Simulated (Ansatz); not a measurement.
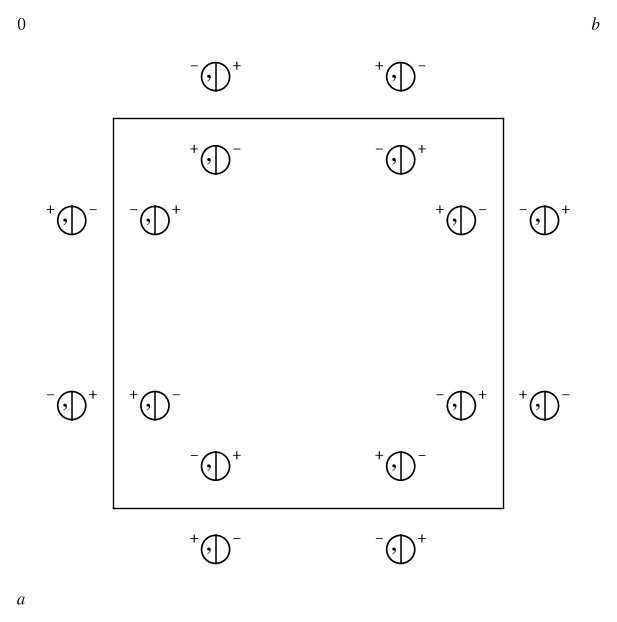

General positions of a space group, projected down c, computed from the operations of a computed or model structure of composition HgPbF4, which need not be its known form.

A circle is a general position, a comma marks the mirror image, + and − with a fraction give the height (along the projection axis: ½+ is ½ plus the coordinate, − is its negative), and a split circle stands for two positions above each other.

Q: Give the Hermann–Mauguin symbol and number.

A: P4/mmm, No. 123; primitive tetragonal, point group 4/mmm, 16 general positions a cell.

Q: Write the general positions (in any order).

A: x, y, z
−x, −y, −z
−y, x, z
y, −x, −z
−x, −y, z
x, y, −z
y, −x, z
−y, x, −z
x, −y, −z
−x, y, z
−y, −x, −z
y, x, z
−x, y, −z
x, −y, z
y, x, −z
−y, −x, z
